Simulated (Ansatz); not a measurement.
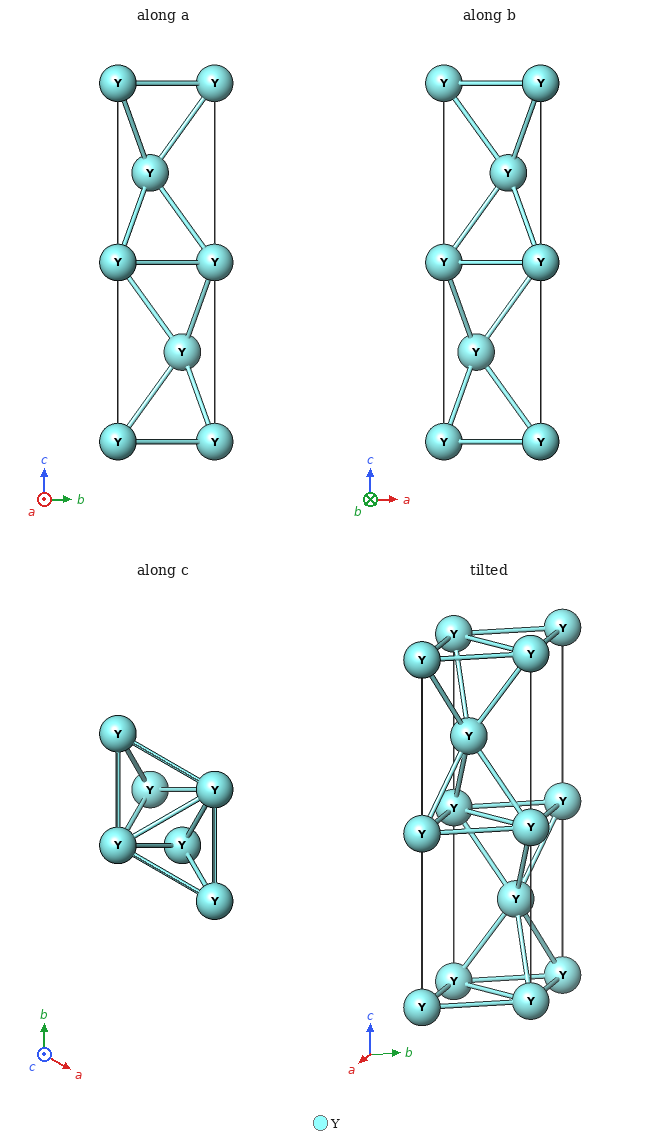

An orthographic ball-and-stick view of the structure, along the a axis, along the b axis, along the c axis and slightly off an axis. The edges of the conventional unit cell are marked.

Lattice parameters: a = 3.6078 Å, b = 3.6078 Å, c = 11.5765 Å, α = 90.000°, β = 90.000°, γ = 120.000°.

Question: Reconstruct the structure as a CIF with its space group and independent sites.

Answer:
```cif
data_structure
_symmetry_space_group_name_H-M 'P 63/m m c'
_symmetry_Int_Tables_number 194
_cell_length_a 3.6078
_cell_length_b 3.6078
_cell_length_c 11.5765
_cell_angle_alpha 90.000
_cell_angle_beta 90.000
_cell_angle_gamma 120.000
_cell_volume 130.49
loop_
_atom_site_label
_atom_site_type_symbol
_atom_site_symmetry_multiplicity
_atom_site_Wyckoff_symbol
_atom_site_fract_x
_atom_site_fract_y
_atom_site_fract_z
_atom_site_occupancy
Y1 Y 2 a 0.0000 0.0000 0.0000 1
Y2 Y 2 c 0.3333 0.6667 0.2500 1
```

It goes back to a structure type filled with this element by a generator (whether the element takes this form wasn't checked). Earlier steps of the study may have refined or changed the cell and positions. An electronic-structure calculation with Ansatz was run on it.
